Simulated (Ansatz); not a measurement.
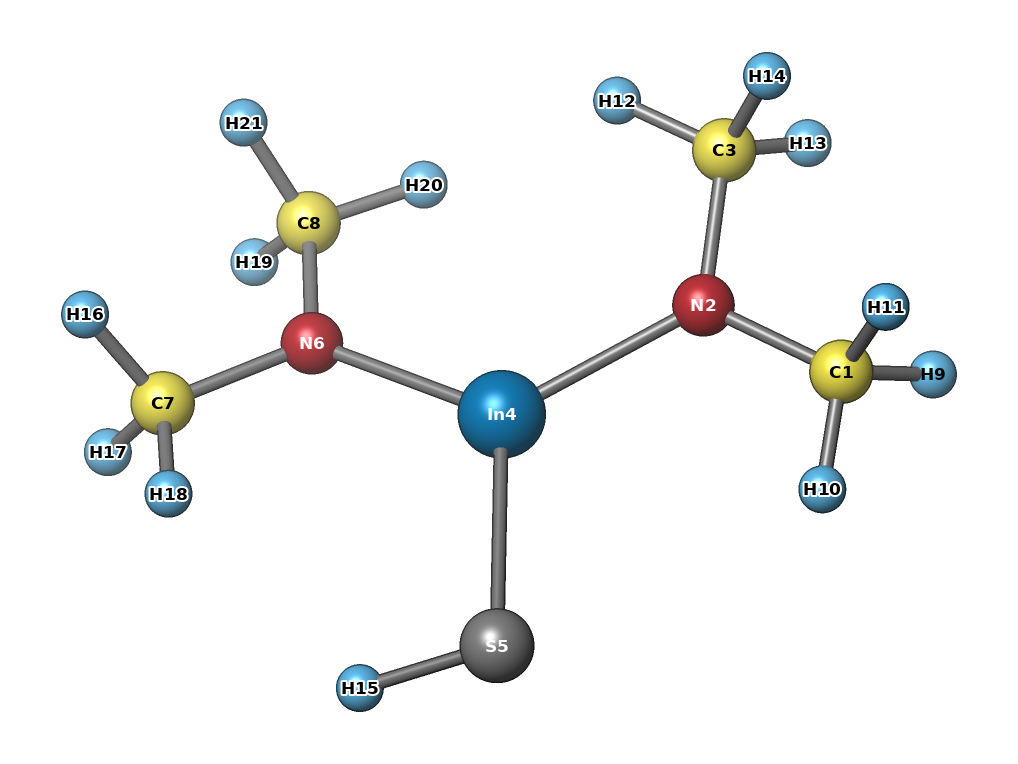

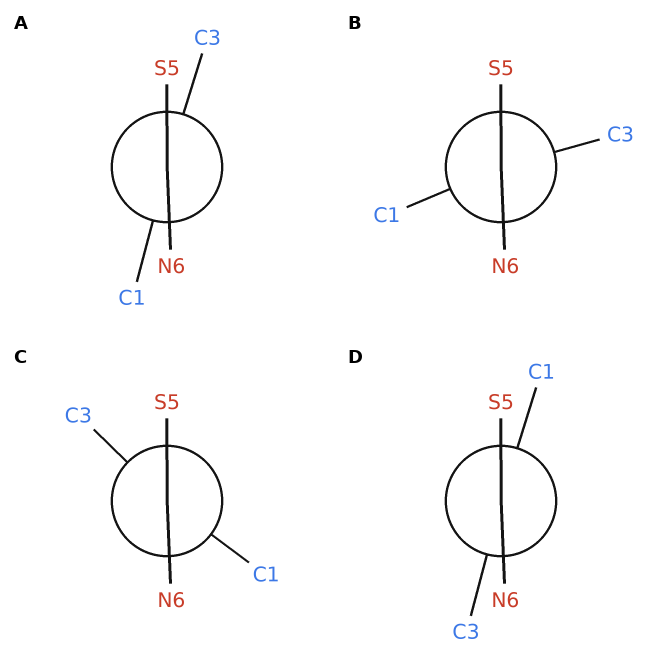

Atoms fade into the background with distance from the viewer. Bonds that would overlap in a projection are set slightly apart. The geometry was computed by an optimisation with PBE0-D4/def2-TZVP. No frequency run is at hand to confirm it as a minimum.

### Which Newman projection shows the view along In4–N2, with In4 in front?

D. The torsion angle S5–In4–N2–C1 is 7°, synperiplanar (eclipsed).
